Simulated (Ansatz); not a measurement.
Input structure:

```cif
data_structure
_symmetry_space_group_name_H-M 'I 4/m m m'
_symmetry_Int_Tables_number 139
_cell_length_a 3.7633
_cell_length_b 3.7633
_cell_length_c 7.8027
_cell_angle_alpha 90.000
_cell_angle_beta 90.000
_cell_angle_gamma 90.000
_cell_volume 110.50
loop_
_atom_site_label
_atom_site_type_symbol
_atom_site_symmetry_multiplicity
_atom_site_Wyckoff_symbol
_atom_site_fract_x
_atom_site_fract_y
_atom_site_fract_z
_atom_site_occupancy
Si1 Si 2 b 0.50000 0.50000 0.00000 1
Si2 Si 4 d 0.50000 0.00000 0.25000 1
Mo1 Mo 2 a 0.00000 0.00000 0.00000 1
```

Question: Summarise the structure in words.

Answer: It has the composition Si3Mo. Space group I4/mmm (No. 139), lattice body-centred tetragonal. Atoms per cell: 8 (6 Si, 2 Mo). Each Mo has twelve Si in a cuboctahedral arrangement at 2.66 to 2.71 Å. The bonds build a three-dimensional framework.

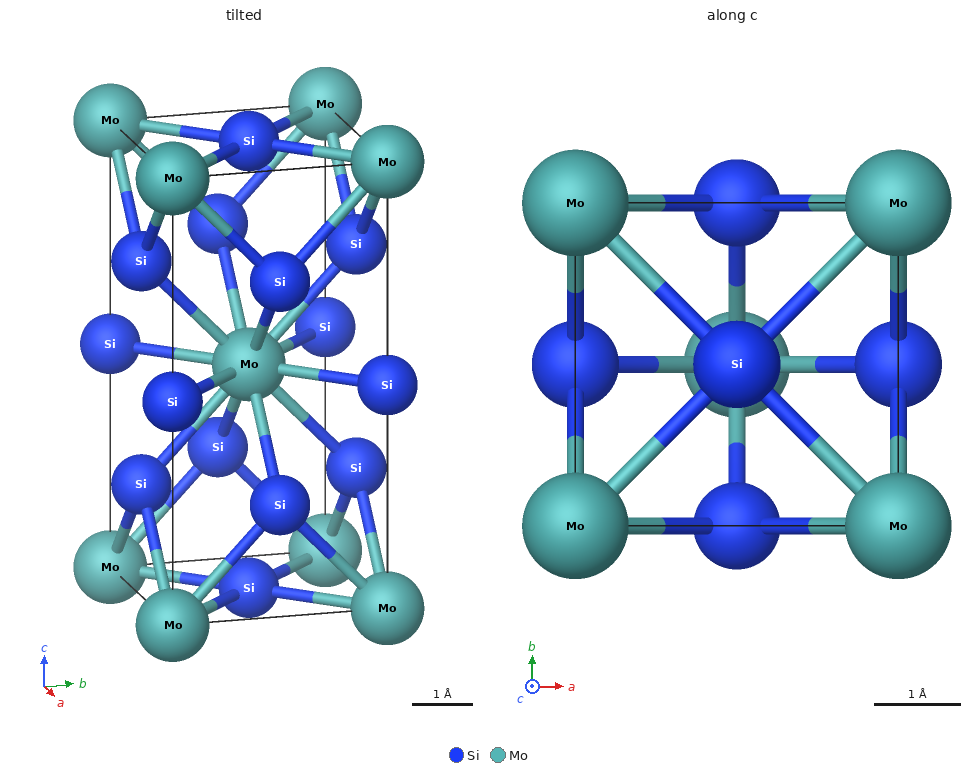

An orthographic ball-and-stick view of the structure, slightly off an axis and along the c axis. The conventional unit cell is drawn as a box.

The model was built from a textbook structure type filled with these elements (whether it is the usual form wasn't checked). It is drawn as it came out of a relaxation with DFT PBE, scalar-relativistic, plane waves, PAW (Ansatz 0.2.0).
